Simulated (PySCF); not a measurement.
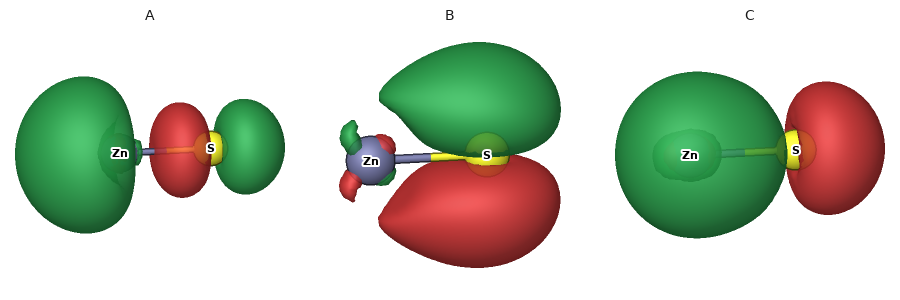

Figure 1: ZnS. Three frontier orbitals, each drawn at the value that holds 80 % of its norm (green and red are the two phases), in no order; of a degenerate pair one member is drawn.

Method: PBE0/def2-TZVPP, non-relativistic Hamiltonian with scalar-relativistic core potentials where named, at a bond length of 2.061 Å in PySCF.

Question: Name the orbitals and rank them from lowest to highest energy.

Answer: Orbital C: σ, occupied, −8.80 eV; shared between the atoms (Zn 50 %, S 50 %).
Orbital B: π, occupied, −6.46 eV; mainly on S (85 %).
Orbital A: σ, empty, −4.14 eV; mainly on Zn (70 %).
